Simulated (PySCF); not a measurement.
H8N2Si2 (SMILES NN([SiH3])[SiH3])

Input file:

```
{"job": {"kind": "nmr", "xc": "PBE0", "basis": "pcSseg-2"}, "charge": 0, "multiplicity": 1}
Si    -0.814848     1.390040     0.042547
N     -0.074364    -0.189646    -0.015035
Si     1.605353    -0.668977    -0.077723
N     -0.914876    -1.336062     0.018508
H      0.254662     2.427660    -0.005845
H     -1.758407     1.566831    -1.108739
H     -1.627161     1.543448     1.293281
H      1.894761    -1.477810    -1.300620
H      2.419222     0.585214    -0.107072
H      1.986404    -1.478399     1.119834
H     -1.477500    -1.340948     0.870271
H     -1.552878    -1.332486    -0.778420
```

Run with:

```sh
OMP_NUM_THREADS=1 python cluster_run.py task.json out
```

Geometry: PBE0-D3(BJ)/def2-SVP.

Theory: PBE0/pcSseg-2, SCF density, gas phase, non-relativistic (PySCF 2.14.0).

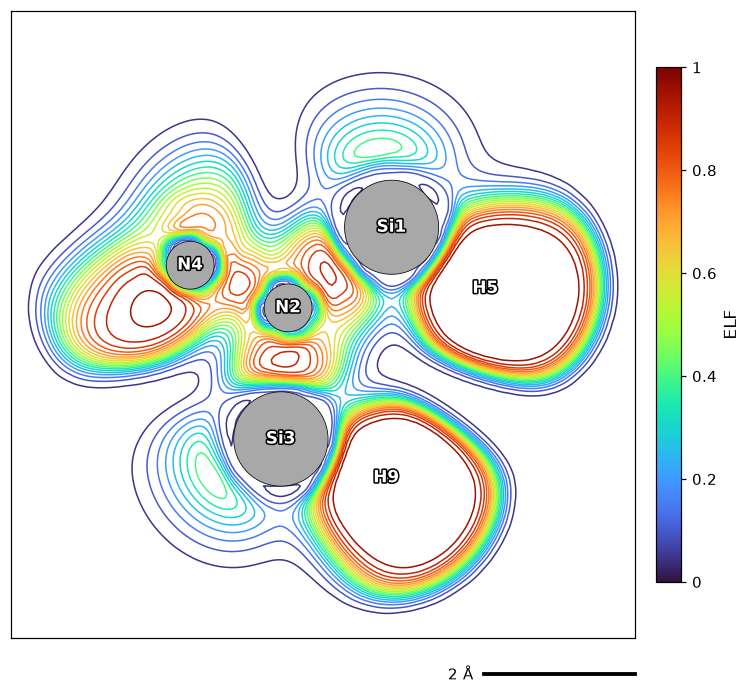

Figure 1. ELF on the plane of atoms N2, Si1 and H5. Grey discs cover the atomic cores.

### Describe what can be read from this map.

The section cuts through Si, N and H sites.
N–N (1.42 Å): the ELF peaks at about 0.90 between the atoms; a covalent bond.
Si–N (1.75 Å): the ELF peaks at about 0.90 between the atoms: a shared but strongly polarised pair.
Si–H (1.49 Å): the ELF climbs to about 1 towards the hydrogen, as it does in any bond to H.
The ELF also peaks beside N4, away from the bonds: lone-pair regions.

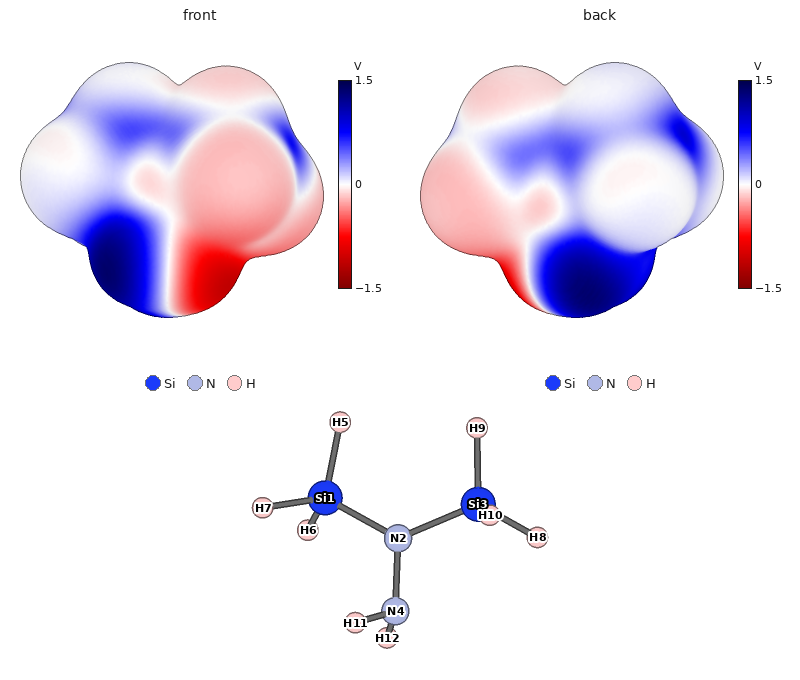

Figure 2. The electrostatic potential painted on the density surface at 0.001 e/bohr³, seen from the front and from behind; the colour scale runs from red (negative) to blue (positive). The bare structure is drawn below in the same view.

### Describe the electrostatic potential map.

The most negative region (about −1.0 V) lies over N4, the most positive (about +1.3 V) over H11 and H12. N4 is the likeliest acceptor of a hydrogen bond.

### What dipole moment does the calculation give?

Its dipole moment is 1.33 D.
